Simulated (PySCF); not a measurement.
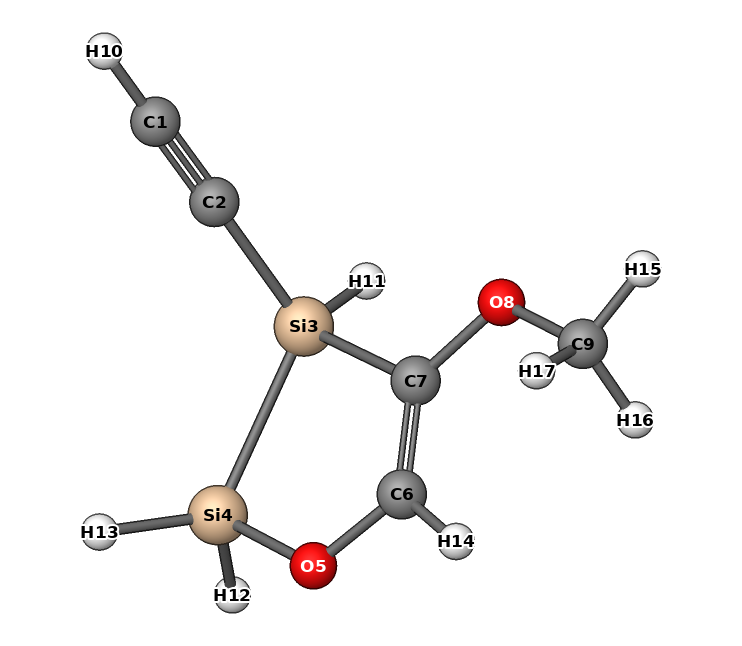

The questions are on isotropic NMR shieldings of the C atoms. Computed geometry: GFN2-xTB optimisation. No frequency run is at hand to confirm it as a minimum. Properties computed with GIAO PBE0/pcSseg-1 NMR shielding, non-relativistic, gas phase (PySCF 2.14.0).

Give the isotropic NMR shieldings of the C atoms atom by atom.

```csv
atom,σ (ppm)
C1,81.3
C2,101.8
C6,45.0
C7,32.1
C9,129.1
```

The geometry is semi-empirical. Around Si such bond lengths and angles can be off by a tenth of an ångström or more and by several degrees, and values that hang on the shape move with them.
